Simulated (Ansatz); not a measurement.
# wB97X/3-21G run of SiH4 (SMILES [SiH4])

What is the electronic atomisation energy of SiH4 at wB97X/3-21G? 

The calculation is run with Ansatz 0.2.0.

53 further runs of the same task are left out: 2 that didn't finish, 51 set aside as unsound or not needed.

## Step 1: The system as given

SiH4 has 5 atoms, charge 0, and is taken as a singlet. SMILES: `[SiH4]`. The shape is that of a PBE0-D4/def2-TZVP optimisation.

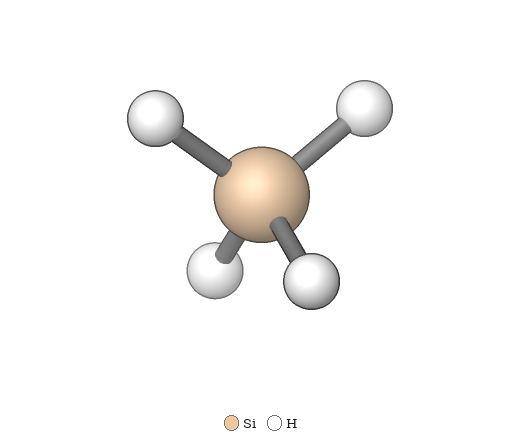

The structure, seen from a chosen angle (silicon light orange, hydrogen white).

## Step 2: The energy at wB97X/3-21G

Input file run.yaml:

```yaml
crystal:
  periodic: [false, false, false]
  atoms:
    - {symbol: Si, position_ang: [-0.000000, 0.000000, -0.000100]}
    - {symbol: H, position_ang: [0.967600, -0.688400, 0.890900]}
    - {symbol: H, position_ang: [-1.331000, 0.044900, 0.656000]}
    - {symbol: H, position_ang: [-0.105100, -0.740300, -1.282600]}
    - {symbol: H, position_ang: [0.468500, 1.383800, -0.264200]}
basis:
  gaussian: {orbitals: 3-21G.json}
total_charge: 0
hamiltonian: {xc: {name: wB97X}}
accuracy: high
```

The basis set 3-21G is read from a file made from the Basis Set Exchange's data (not shown).

On the command line:

```console
$ ansatz run run.yaml --threads 1 --pin off --max-ram 2610MiB --events-out events.jsonl --progress --plain --runs-dir runs
```

Output:

```text
Warning: RAYON_NUM_THREADS=1 ignored (pool sized by the plan → 1); use --threads N
Functional definition: wB97X
  name "wB97X"
  parameter omega = 0.3/bohr
  parameter cx = 0.157706
  parameter cx1 = 0.726479
  parameter cx2 = 1.04760
  parameter cx3 = -5.70635
  parameter cx4 = 13.2794
  parameter css1 = -4.33879
  parameter css2 = 18.2308
  parameter css3 = -31.7430
  parameter css4 = 17.2901
  parameter cos1 = 2.37031
  parameter cos2 = -11.3995
  parameter cos3 = 6.58405
  parameter cos4 = -3.78132
  exchange = spin_sum(e_x_unif_sr(omega)*poly(b97_u_x, 1 - cx, cx1, cx2, cx3, cx4)) + cx*exact_x_sr(omega)
      + exact_x_lr(omega)
  correlation = spin_sum(e_c_pw_same_spin*poly(b97_u_same, 1, css1, css2, css3, css4))
      + integral(e_c_pw_opposite_spin*poly(b97_u_opposite, 1, cos1, cos2, cos3, cos4))
426 factors; integrals over basis functions are off by at most 2.7e-9 eV
175 factors; integrals over basis functions are off by at most 1.8e-9 eV
mean field evaluation 1: about -7899.6671 eV, gradient 3.9e0 eV
mean field evaluation 2: about -7899.7365 eV, gradient 7.9e-1 eV
mean field evaluation 4: about -7899.7263 eV, gradient 1.8e-1 eV
mean field evaluation 8: about -7899.7264 eV, gradient 1.6e-4 eV
mean field -7899.72642614 eV, -290.3095915338 hartree, gradient 5.2e-8 eV, S^2 0.000000; 0 other end points of the search recorded, 0 dependent functions left out
reference -7899.72642392 eV, -290.3095914522 hartree; 9, 9 occupied and 12, 12 virtual orbitals, 426 factors
Total energy: -7899.72642392 eV, -290.3095914522 hartree
```

Run time: 3.6 s. Hardware: 1 thread of Arm Neoverse V1, shared host; peak memory 0.2 GiB.

## Step 3: The H atom, same level

Input file job.yaml:

```yaml
crystal:
  periodic: [false, false, false]
  atoms:
    - {symbol: H, position_ang: [0.000000, 0.000000, 0.000000]}
basis:
  gaussian: {orbitals: 3-21G.json}
magnetization: {spin_polarized: true, initial_magnetization: 1}
accuracy: high
hamiltonian: {xc: {name: wB97X}}
```

The basis set 3-21G is read from a file made from the Basis Set Exchange's data (not shown).

On the command line:

```console
$ ansatz run job.yaml --threads 1 --pin off --max-ram 2610MiB --events-out events.jsonl --progress --plain --runs-dir runs
```

Output, shortened:

```text
Warning: RAYON_NUM_THREADS=1 ignored (pool sized by the plan → 1); use --threads N
Functional definition: wB97X
  name "wB97X"
[...]
      + exact_x_lr(omega)
[...]
      + integral(e_c_pw_opposite_spin*poly(b97_u_opposite, 1, cos1, cos2, cos3, cos4))
3 factors; integrals over basis functions are off by at most 1.3e-8 eV
3 factors; integrals over basis functions are off by at most 3.0e-10 eV
[...]
mean field -13.51104182 eV, -0.4965216288 hartree, gradient 1.2e-8 eV, S^2 0.750000; 0 other end points of the search recorded, 0 dependent functions left out
reference -13.51104194 eV, -0.4965216333 hartree; 1, 0 occupied and 1, 2 virtual orbitals, 3 factors
Total energy: -13.51104194 eV, -0.4965216333 hartree
```

Run time: 0.46 s. Hardware: 1 thread of Arm Neoverse V1, shared host.

## Step 4: The Si atom at the same level

Input file in.yaml:

```yaml
crystal:
  periodic: [false, false, false]
  atoms:
    - {symbol: Si, position_ang: [0.000000, 0.000000, 0.000000]}
basis:
  gaussian: {orbitals: 3-21G.json}
accuracy: high
magnetization: {spin_polarized: true, initial_magnetization: 2}
hamiltonian: {xc: {name: wB97X}}
```

The basis set 3-21G is read from a file made from the Basis Set Exchange's data (not shown).

Run the same way, it converges to -287.83596 Eh (log not shown).

## Step 5: Results

At wB97X/3-21G:

| quantity | value |
| --- | --- |
| molecule: total energy | -290.30959 Eh |
| H atom: total energy | -0.49652 Eh |
| H atom: ⟨S²⟩ | 0.750 |
| Si atom: total energy | -287.83596 Eh |
| Si atom: ⟨S²⟩ | 2.001 |
| electronic atomisation energy | 13.267 eV |

Taking the molecule apart into free atoms costs 13.27 eV (306 kcal/mol), before zero-point energy and without spin-orbit coupling. The basis has no polarisation functions, which makes bonds too weak.
